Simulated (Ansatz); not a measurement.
**CH4FSSn: a changed input and its effect**

System: CH4FSSn, multiplicity 2.
Method of run 1: UKS SPW92/def2-TZVPP (Ansatz 0.2.0).

The geometry comes from this level: PBE0-D4/def2-TZVP. Text and figures count atoms from 1; the logs count them from 0 in places.

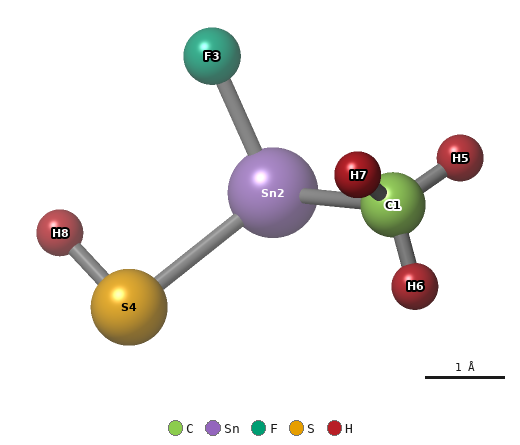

**Figure 1.** The structure as given in the input (ball-and-stick view, seen at a tilt; atoms are numbered from 1 in the order of the input). Sticks mark near contacts. Bond lengths as drawn: C–H 1.09 Å, C–Sn 2.17 Å, F–Sn 1.94 Å, H–S 1.34 Å and S–Sn 2.42 Å.

### Input file, run 1
```yaml
crystal:
  periodic: [false, false, false]
  atoms:
    - {symbol: C, position_ang: [0.587867, 1.174656, -0.623713]}
    - {symbol: Sn, position_ang: [-0.909780, 0.006162, 0.421710]}
    - {symbol: F, position_ang: [-0.135985, -0.268918, 2.180433]}
    - {symbol: S, position_ang: [-0.931500, -2.250509, -0.464154]}
    - {symbol: H, position_ang: [0.550797, 2.206805, -0.281192]}
    - {symbol: H, position_ang: [0.398790, 1.116543, -1.694766]}
    - {symbol: H, position_ang: [1.545359, 0.717427, -0.372017]}
    - {symbol: H, position_ang: [-1.013347, -2.759264, 0.777799]}
basis:
  gaussian: {orbitals: def2-TZVPP}
magnetization: {spin_polarized: true, initial_magnetization: 1}
hamiltonian: {xc: lda}
output: {orbitals: {seedname: orbitals}}
```

Hardware: 4 CPU threads, shared host.

### Output (run 1)
```
Functional definition: SPW92
  exchange = slater_x
  correlation = pw_c
1244 factors; their error is unknown
mean field evaluation 1: about -20401.2433 eV, gradient 5.7e1 eV
mean field evaluation 2: about -20348.8248 eV, gradient 1.2e2 eV
mean field evaluation 4: about -20414.0039 eV, gradient 1.6e1 eV
mean field evaluation 8: about -20414.9637 eV, gradient 1.5e-1 eV
mean field evaluation 16: about -20414.9499 eV, gradient 3.6e-3 eV
mean field -20414.94987854 eV, -750.2355702863 hartree, gradient 4.0e-5 eV, S^2 0.751170; 1 other end points of the search recorded, 0 dependent functions left out
reference -20414.94991855 eV, -750.2355717565 hartree; 29, 28 occupied and 181, 182 virtual orbitals, 1244 factors
Total energy: -20414.94991855 eV, -750.2355717565 hartree
```

For run 2 the input was changed thus:
```diff
-hamiltonian: {xc: lda}
+hamiltonian: {xc: {name: BLYP}, dispersion: d4}
```

What does this change do to the results?

The total energies belong to different models, so their difference says nothing on which is more stable or more accurate. The HOMO goes from −5.39 to −5.12 eV. The LUMO goes from −4.77 to −4.42 eV.

### Output (run 2)
```
Functional definition: BLYP
  parameter beta = 0.0042
  parameter a = 0.04918
  parameter b = 0.132
  parameter c = 0.2533
  parameter d = 0.349
  exchange = b88_x(beta = beta)
  correlation = lyp_c(a = a, b = b, c = c, d = d)
1244 factors; their error is unknown
mean field evaluation 1: about -20472.4532 eV, gradient 5.9e1 eV
mean field evaluation 2: about -20407.2017 eV, gradient 1.4e2 eV
mean field evaluation 4: about -20486.1257 eV, gradient 1.6e1 eV
mean field evaluation 8: about -20487.1003 eV, gradient 2.1e-1 eV
mean field evaluation 16: about -20487.0852 eV, gradient 3.9e-3 eV
mean field -20487.08515473 eV, -752.8864927914 hartree, gradient 1.8e-5 eV, S^2 0.751996; 1 other end points of the search recorded, 0 dependent functions left out
reference -20487.08550909 eV, -752.8865058139 hartree; 29, 28 occupied and 181, 182 virtual orbitals, 1244 factors
Total energy: -20487.46449313 eV, -752.9004332204 hartree
```

### The two runs side by side

| quantity | run 1 | run 2 |
| --- | --- | --- |
| outcome | converged | converged |
| total energy (hartree) | −750.235572 | −752.900433 |
| HOMO (eV) | −5.39 | −5.12 |
| LUMO (eV) | −4.77 | −4.42 |
| ⟨S²⟩ | 0.751 | 0.752 |
| basis functions | 210 | 210 |
| wall time (shared host) | 3 s | 5.5 s |
